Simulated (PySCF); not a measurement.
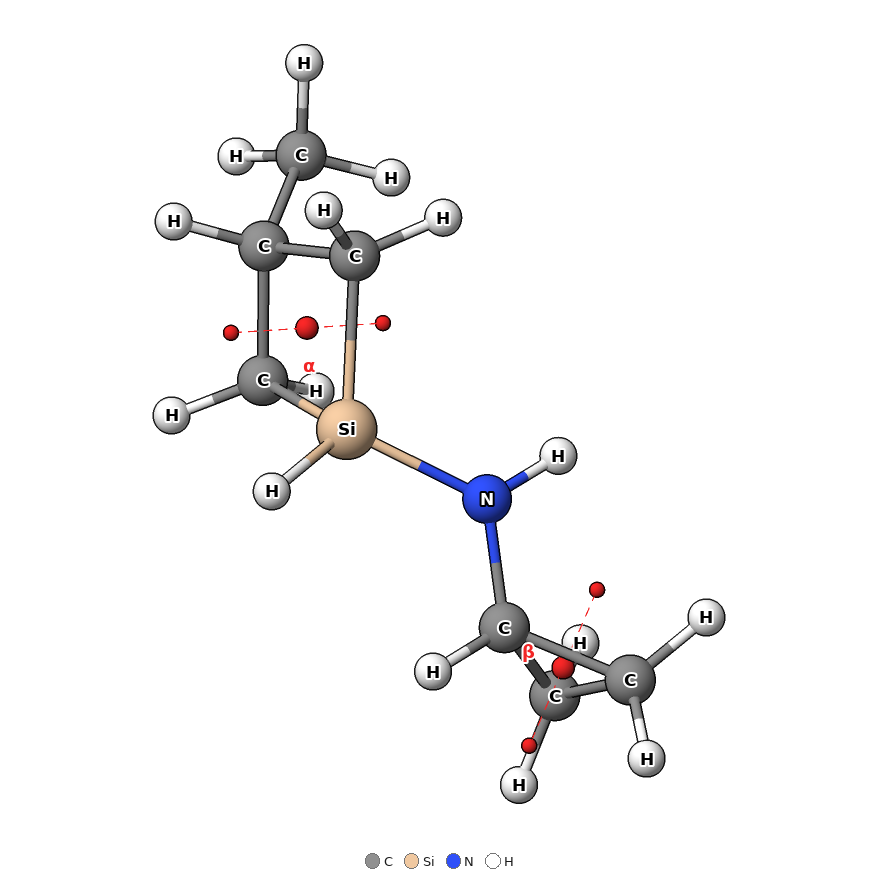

The small points mark where nucleus-independent chemical shifts (NICS) were computed: at the centre of each lettered ring and 1 Å above and below it. The computed structure is the end point of a GFN2-xTB optimisation. No frequency run is at hand to confirm it as a minimum. Level of theory: GIAO PBE0/pcSseg-1 NMR shielding, non-relativistic, gas phase (PySCF 2.14.0).

Give NICS(0), NICS(1) and the out-of-plane component NICS(1)zz for each ring (means of the two sides).

| ring | members | NICS(0) | NICS(1) | NICS(1)zz |
| --- | --- | --- | --- | --- |
| α | C3Si | −0.3 | −1.4 | 3.8 |
| β | C3 | −40.6 | −8.2 | −20.6 |

Values in ppm.

The geometry is semi-empirical. Around Si such bond lengths and angles can be off by a tenth of an ångström or more and by several degrees, and values that hang on the shape move with them.
